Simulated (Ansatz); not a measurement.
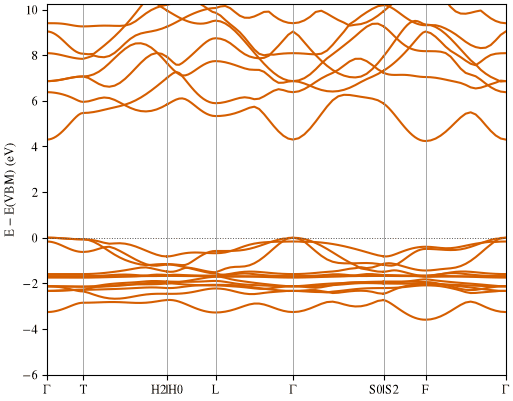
Fig. 1. Band structure from r²SCAN (plane waves, PAW; program Ansatz)

Read off the gap and where the band edges lie.

About 4.2 eV (4.24 eV by a search for the band edges); maximum at Γ, minimum at F.

The material is KLuO2 in space group R-3m (No. 166; K on 3a, Lu on 3b, O on 6c).

The workflow started from a Materials Project entry (that database holds measured and hypothetical structures alike); the Crystallography Open Database copy checked does not list it. Its standing as an ambient phase is unchecked. The cell was relaxed with r²SCAN under the symmetry of its start; its stability against distortions is not shown here. Spin–orbit coupling is left out wherever it is not named.

Potentials: the later of the program's two PAW sets.
